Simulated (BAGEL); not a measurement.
**RI-MP2/aug-cc-pVDZ (density fitting with cc-pvqz-jkfit) run of C2H2O2 (glyoxal)**

What is the energy change on altering one bond length of C2H2O2 (glyoxal) at RI-MP2/aug-cc-pVDZ (density fitting with cc-pvqz-jkfit)? 

The calculation is run with BAGEL 1.2.2.

3 further runs of the same task are left out: 3 set aside as unsound or not needed.

## 1. The molecule

C2H2O2 has 6 atoms, charge 0, and is taken as a singlet. As SMILES, `O=CC=O`. Geometry: relaxed at PBE0-D4/def2-TZVP. This is one conformer, not always the lowest.

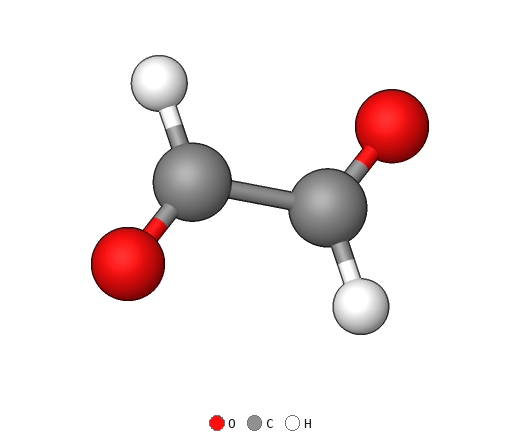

Viewed from a chosen angle; oxygen red, carbon grey, hydrogen white.

## 2. The energy at RI-MP2/aug-cc-pVDZ (density fitting with cc-pvqz-jkfit)

input.json

```json
{ "bagel": [

{
  "title": "molecule",
  "basis": "aug-cc-pvdz.json",
  "df_basis": "cc-pvqz-jkfit",
  "angstrom": true,
  "geometry": [
    { "atom": "O", "xyz": [       1.138970,      -0.294510,      -1.255700 ] },
    { "atom": "C", "xyz": [       0.523200,       0.330160,      -0.440590 ] },
    { "atom": "C", "xyz": [      -0.523400,      -0.330110,       0.440390 ] },
    { "atom": "O", "xyz": [      -1.136970,       0.293940,       1.257630 ] },
    { "atom": "H", "xyz": [       0.661710,       1.415330,      -0.264310 ] },
    { "atom": "H", "xyz": [      -0.663500,      -1.414820,       0.262570 ] }
  ]
},

{
  "title": "hf",
  "charge": 0
},

{
  "title": "mp2",
  "charge": 0,
  "ncore": 4
}

]}
```

The basis set aug-cc-pVDZ is read from a file made from the Basis Set Exchange's data (not shown).

Command:

```bash
$ BAGEL_NUM_THREADS=1 BAGEL input.json > input.out
```

The log of the run:

```text
* using 1 threads per process

  ===============================================================
  ===============================================================

  *** Geometry ***

  { "atom" : "O", "xyz" : [      2.152341,     -0.556543,     -2.372929 ] },
  { "atom" : "C", "xyz" : [      0.988705,      0.623912,     -0.832594 ] },
  { "atom" : "C", "xyz" : [     -0.989083,     -0.623817,      0.832216 ] },
  { "atom" : "O", "xyz" : [     -2.148562,      0.555466,      2.376576 ] },
  { "atom" : "H", "xyz" : [      1.250451,      2.674586,     -0.499474 ] },
  { "atom" : "H", "xyz" : [     -1.253833,     -2.673622,      0.496185 ] },

  Number of auxiliary basis functions:      526

  Since a DF basis is specified, we compute 2- and 3-index integrals:
    o Being stored without compression. Storage requirement is 0.051 GB

  Number of basis functions:      110
  Number of electrons      :       30

    * METHOD: MOLECULE                             0.30

  *** RHF ***

  === Nuclear Repulsion ===
   102.3579297685

      * DIIS with orbital gradients will be used.

  === RHF iteration (aug-cc-pvdz.json) ===
      0       -226.39903200          0.01594362           0.07
      1       -226.51138171          0.01415520           0.07
      2       -226.62403959          0.00182164           0.07
      3       -226.62673212          0.00062310           0.08
      4       -226.62707880          0.00021540           0.07
      5       -226.62716319          0.00005921           0.07
      6       -226.62716949          0.00000933           0.07
      7       -226.62716957          0.00000194           0.07
      8       -226.62716958          0.00000091           0.07
      9       -226.62716958          0.00000020           0.07
     10       -226.62716958          0.00000005           0.07
     11       -226.62716958          0.00000002           0.07
     12       -226.62716958          0.00000001           0.07
    * SCF iteration converged.

    * Permanent dipole moment:
           (    0.001902,    -0.000533,     0.001836) a.u.

    * METHOD: HF                                   1.04

  *** RHF ***

  === Nuclear Repulsion ===
   102.3579297685

      * DIIS with orbital gradients will be used.

  === RHF iteration (aug-cc-pvdz.json) ===
      0       -226.62716958          0.00000001           0.07
    * SCF iteration converged.

    * Permanent dipole moment:
           (    0.001902,    -0.000533,     0.001836) a.u.

  === DF-MP2 calculation ===

    * freezing 4 orbitals
    * 3-index integral transformation done
    * assembly done

      MP2 correlation energy:   -0.6441478650      0.06

      MP2 total energy:       -227.2713174422

    * METHOD: MP2                                  0.21

  ===============================================================
```

Wall time 1.7 s (1 thread of Arm Neoverse V1, shared host); peak memory 0.14 GiB.

## 3. The distorted shape

input.json

```json
{ "bagel": [

{
  "title": "molecule",
  "basis": "aug-cc-pvdz.json",
  "df_basis": "cc-pvqz-jkfit",
  "angstrom": true,
  "geometry": [
    { "atom": "O", "xyz": [    0.972757,   -1.596726,   -1.467238 ] },
    { "atom": "C", "xyz": [    0.356987,   -0.972056,   -0.652128 ] },
    { "atom": "C", "xyz": [   -0.689613,   -1.632326,    0.228852 ] },
    { "atom": "O", "xyz": [   -1.303183,   -1.008276,    1.046092 ] },
    { "atom": "H", "xyz": [    0.661710,    1.415330,   -0.264310 ] },
    { "atom": "H", "xyz": [   -0.829713,   -2.717036,    0.051032 ] }
  ]
},
{ "title": "hf", "charge": 0 },
{ "title": "mp2", "charge": 0, "ncore": 4 }

]}
```

The basis set aug-cc-pVDZ is read from a file made from the Basis Set Exchange's data (not shown).

Command:

```bash
$ BAGEL_NUM_THREADS=1 BAGEL input.json > input.out
```

The log of the run:

```text
* using 1 threads per process

  ===============================================================
  ===============================================================

  *** Geometry ***

  { "atom" : "O", "xyz" : [      1.838244,     -3.017375,     -2.772678 ] },
  { "atom" : "C", "xyz" : [      0.674608,     -1.836920,     -1.232343 ] },
  { "atom" : "C", "xyz" : [     -1.303180,     -3.084649,      0.432468 ] },
  { "atom" : "O", "xyz" : [     -2.462659,     -1.905365,      1.976827 ] },
  { "atom" : "H", "xyz" : [      1.250451,      2.674586,     -0.499474 ] },
  { "atom" : "H", "xyz" : [     -1.567930,     -5.134454,      0.096437 ] },

  Number of auxiliary basis functions:      526

  Since a DF basis is specified, we compute 2- and 3-index integrals:
    o Being stored without compression. Storage requirement is 0.051 GB

  Number of basis functions:      110
  Number of electrons      :       30

    * METHOD: MOLECULE                             0.31

  *** RHF ***

  === Nuclear Repulsion ===
    99.1087147598

      * DIIS with orbital gradients will be used.

  === RHF iteration (aug-cc-pvdz.json) ===
      0       -226.14259631          0.01659666           0.07
      1       -226.23991981          0.01705233           0.07
      2       -226.42063845          0.00245595           0.07
      3       -226.42538812          0.00136736           0.07
      4       -226.42708124          0.00041587           0.07
      5       -226.42731662          0.00023833           0.07
      6       -226.42739221          0.00011865           0.07
      7       -226.42741237          0.00002763           0.07
      8       -226.42741336          0.00001213           0.07
      9       -226.42741351          0.00000486           0.07
     10       -226.42741355          0.00000288           0.08
     11       -226.42741356          0.00000123           0.07
     12       -226.42741356          0.00000078           0.07
     13       -226.42741356          0.00000031           0.07
     14       -226.42741356          0.00000010           0.07
     15       -226.42741356          0.00000005           0.07
     16       -226.42741356          0.00000003           0.07
     17       -226.42741356          0.00000001           0.07
     18       -226.42741356          0.00000001           0.08
    * SCF iteration converged.

    * Permanent dipole moment:
           (    0.227514,     0.957029,     0.050749) a.u.

    * METHOD: HF                                   1.46

  *** RHF ***

  === Nuclear Repulsion ===
    99.1087147598

      * DIIS with orbital gradients will be used.

  === RHF iteration (aug-cc-pvdz.json) ===
      0       -226.42741356          0.00000001           0.07
    * SCF iteration converged.

    * Permanent dipole moment:
           (    0.227514,     0.957029,     0.050750) a.u.

  === DF-MP2 calculation ===

    * freezing 4 orbitals
    * 3-index integral transformation done
    * assembly done

      MP2 correlation energy:   -0.6931025058      0.08

      MP2 total energy:       -227.1205160672

    * METHOD: MP2                                  0.23

  ===============================================================
```

It took 2.1 s on 1 thread of Arm Neoverse V1, shared host; peak memory 0.14 GiB.

## 4. Outcome

At RI-MP2/aug-cc-pVDZ (density fitting with cc-pvqz-jkfit), 4 core orbitals frozen:

| quantity | value |
| --- | --- |
| first shape: total energy | -227.27132 Eh |
| first shape: correlation energy (4 core orbitals frozen) | -644.1 mEh |
| distorted shape: total energy | -227.12052 Eh |
| distorted shape: correlation energy (4 core orbitals frozen) | -693.1 mEh |
| energy change with the C2–H5 bond stretched from 1.108 to 2.438 Å | 4.104 eV |

What this shows: One bond (distorted shape) is far stretched, which a spin-restricted single reference describes badly; perturbation theory on it can break down and give far too much correlation. With the C2–H5 bond stretched from 1.108 to 2.438 Å the energy rises by 4.10 eV (396 kJ/mol). The first shape isn't relaxed at this level, so the change isn't measured from a minimum. A restricted reference can't describe the breaking bond well at this length.
